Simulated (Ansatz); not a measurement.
# CH7AlSi (SMILES [CH3][AlH][SiH3]) at BHLYP/cc-pVDZ

What is the electronic atomisation energy of CH7AlSi at BHLYP/cc-pVDZ? 

The calculation is run with Ansatz 0.2.0.

68 further runs of the same task are left out: 68 set aside as unsound or not needed.

### 1 Starting point

CH7AlSi has 10 atoms, charge 0, and is taken as a singlet. SMILES: `[CH3][AlH][SiH3]`. The shape is that of a PBE0-D4/def2-TZVP optimisation.

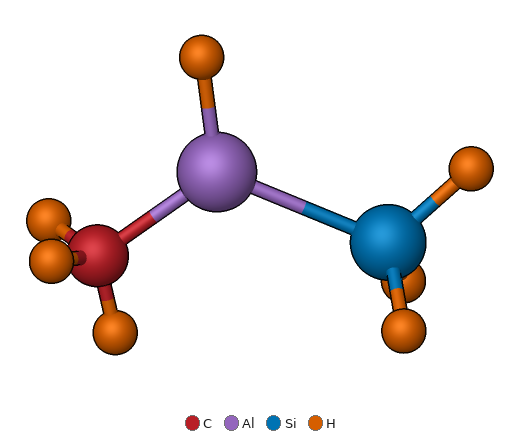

The structure, seen from a chosen angle (carbon red, aluminium purple, silicon blue, hydrogen orange).

### 2 A single-point energy at BHLYP/cc-pVDZ

File run.yaml:

```yaml
crystal:
  periodic: [false, false, false]
  atoms:
    - {symbol: C, position_ang: [-1.428400, 0.967200, -0.792400]}
    - {symbol: Al, position_ang: [0.409100, 0.309500, -0.720900]}
    - {symbol: Si, position_ang: [1.161700, -1.107300, 1.145400]}
    - {symbol: H, position_ang: [-1.909200, 0.659300, -1.727500]}
    - {symbol: H, position_ang: [-2.050600, 0.624100, 0.036600]}
    - {symbol: H, position_ang: [-1.438000, 2.063000, -0.790400]}
    - {symbol: H, position_ang: [1.416900, 0.709200, -1.887700]}
    - {symbol: H, position_ang: [0.334900, -2.347600, 1.241000]}
    - {symbol: H, position_ang: [1.000200, -0.395000, 2.448500]}
    - {symbol: H, position_ang: [2.586600, -1.533600, 1.050400]}
basis:
  gaussian:
    orbitals: cc-pVDZ
hamiltonian:
  xc: {name: BHLYP}
accuracy: high
output: {orbitals: {seedname: orbitals}}
```

Launch:

```sh
$ ansatz run run.yaml --threads 1 --pin off --max-ram 3480MiB --events-out events.jsonl --progress --plain --runs-dir runs
```

Output:

```text
Warning: RAYON_NUM_THREADS=1 ignored (pool sized by the plan → 1); use --threads N
Functional definition: BHLYP
  name "BHLYP"
  parameter a = 0.5
  exchange = (1 - a)*b88_x + a*exact_x
  correlation = lyp_c
2025 factors; integrals over basis functions are off by at most 3.9e-9 eV
mean field evaluation 1: about -15620.7744 eV, gradient 3.7e1 eV
mean field evaluation 2: about -15621.5005 eV, gradient 3.1e1 eV
mean field evaluation 4: about -15624.1543 eV, gradient 1.8e0 eV
mean field evaluation 8: about -15624.4116 eV, gradient 8.5e-2 eV
mean field evaluation 16: about -15624.4116 eV, gradient 5.0e-6 eV
mean field -15624.41159271 eV, -574.1865354254 hartree, gradient 2.5e-8 eV, S^2 0.000000; 0 other end points of the search recorded, 0 dependent functions left out
reference -15624.41162475 eV, -574.1865366029 hartree; 20, 20 occupied and 65, 65 virtual orbitals, 2025 factors
Total energy: -15624.41162475 eV, -574.1865366029 hartree
```

Run time: 9.6 s. Hardware: 1 thread of Arm Neoverse V1, shared host; peak memory 0.29 GiB.

### 3 The Al atom

File run.yaml:

```yaml
basis:
  gaussian:
    orbitals: cc-pVDZ
crystal:
  periodic: [false, false, false]
  atoms:
    - {symbol: Al, position_ang: [0.000000, 0.000000, 0.000000]}
magnetization:
  spin_polarized: true
  initial_magnetization: 1
hamiltonian:
  xc: {name: BHLYP}
accuracy: high
```

Run the same way, it converges to -242.36684 Eh (log not shown).

### 4 The C atom

File in.yaml:

```yaml
crystal:
  periodic: [false, false, false]
  atoms:
    - {symbol: C, position_ang: [0.000000, 0.000000, 0.000000]}
basis:
  gaussian:
    orbitals: cc-pVDZ
accuracy: high
hamiltonian:
  xc: {name: BHLYP}
magnetization:
  spin_polarized: true
  initial_magnetization: 2
```

Run the same way, it converges to -37.84127 Eh (log not shown).

### 5 The H atom at the same level

File in.yaml:

```yaml
crystal:
  periodic: [false, false, false]
  atoms:
    - {symbol: H, position_ang: [0.000000, 0.000000, 0.000000]}
basis:
  gaussian: {orbitals: cc-pVDZ}
total_charge: 0
magnetization: {spin_polarized: true, initial_magnetization: 1}
hamiltonian: {xc: {name: BHLYP}}
accuracy: high
```

Launch:

```sh
$ ansatz run in.yaml --threads 1 --pin off --max-ram 3480MiB --events-out events.jsonl --progress --plain --runs-dir runs
```

Output:

```text
Warning: RAYON_NUM_THREADS=1 ignored (pool sized by the plan → 1); use --threads N
[... 5 set-up lines as earlier in the session ...]
15 factors; integrals over basis functions are off by at most 4.6e-8 eV
mean field evaluation 1: about -13.5381 eV, gradient 8.2e-1 eV
mean field evaluation 2: about -13.5466 eV, gradient 1.5e-1 eV
mean field evaluation 4: about -13.5469 eV, gradient 9.6e-5 eV
mean field evaluation 8: about -13.5469 eV, gradient 2.7e-11 eV
mean field -13.54688247 eV, -0.4978387483 hartree, gradient 6.4e-11 eV, S^2 0.750000; 0 other end points of the search recorded, 0 dependent functions left out
reference -13.54689547 eV, -0.4978392260 hartree; 1, 0 occupied and 4, 5 virtual orbitals, 15 factors
Total energy: -13.54689547 eV, -0.4978392260 hartree
```

It took 0.12 s on 1 thread of Arm Neoverse V1, shared host.

### 6 The Si atom

File job.yaml:

```yaml
crystal:
  periodic: [false, false, false]
  atoms:
    - {symbol: Si, position_ang: [0.000000, 0.000000, 0.000000]}
basis:
  gaussian:
    orbitals: cc-pVDZ
magnetization:
  spin_polarized: true
  initial_magnetization: 2
hamiltonian:
  xc: {name: BHLYP}
accuracy: high
```

Run the same way, it converges to -289.37534 Eh (log not shown).

### 7 Results

At BHLYP/cc-pVDZ:

| quantity | value |
| --- | --- |
| molecule: total energy | -574.18654 Eh |
| molecule: HOMO energy | -8.27 eV |
| molecule: LUMO energy | -0.89 eV |
| molecule: HOMO–LUMO gap | 7.38 eV |
| Al atom: total energy | -242.36684 Eh |
| Al atom: ⟨S²⟩ | 0.756 |
| C atom: total energy | -37.84127 Eh |
| C atom: ⟨S²⟩ | 2.003 |
| H atom: total energy | -0.49784 Eh |
| H atom: ⟨S²⟩ | 0.750 |
| Si atom: total energy | -289.37534 Eh |
| Si atom: ⟨S²⟩ | 2.005 |
| electronic atomisation energy | 30.428 eV |

What this shows: Taking the molecule apart into free atoms costs 30.43 eV (702 kcal/mol), before zero-point energy and without spin-orbit coupling.
